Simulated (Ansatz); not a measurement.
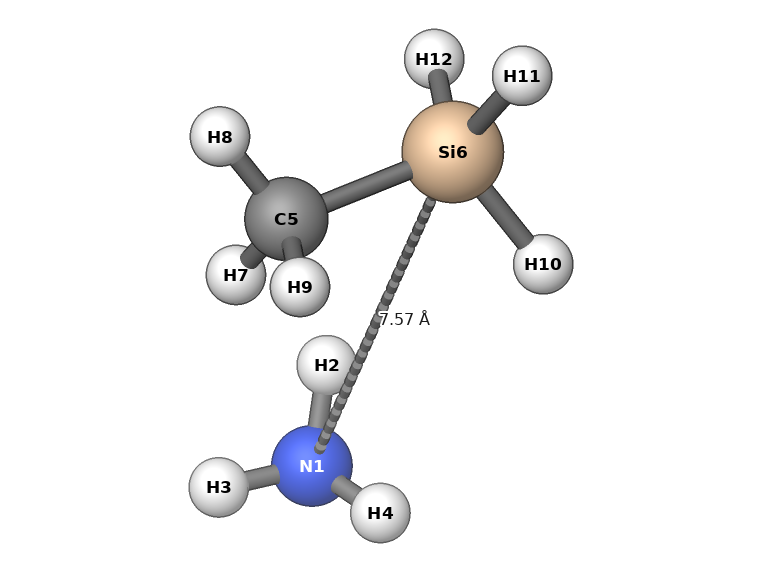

Two molecules or ions; the broken line marks their closest contact (measured against van der Waals radii). Geometry: a pair of rigid molecules at a changed separation. Program: Ansatz 0.2.0.

### Which two species are they?

NH3 and CH6Si (`C[SiH3].N`).

Give the counterpoise-corrected interaction energy (kcal/mol, monomers kept as in the pair) with RHF-CCSD(T) (frozen core)/def2-TZVPPD; r2SCAN-D4/def2-TZVPPD; PBE-D4/def2-TZVPPD; B3LYP-D4/def2-TZVPPD; PBE0-D4/def2-TZVPPD; ωB97M-V/def2-TZVPPD.

| level | interaction energy (kcal/mol) |
| --- | --- |
| RHF-CCSD(T) (frozen core)/def2-TZVPPD | 0.0 |
| r2SCAN-D4/def2-TZVPPD | 0.0 |
| PBE-D4/def2-TZVPPD | 0.0 |
| B3LYP-D4/def2-TZVPPD | +0.1 |
| PBE0-D4/def2-TZVPPD | 0.0 |
| ωB97M-V/def2-TZVPPD | 0.0 |
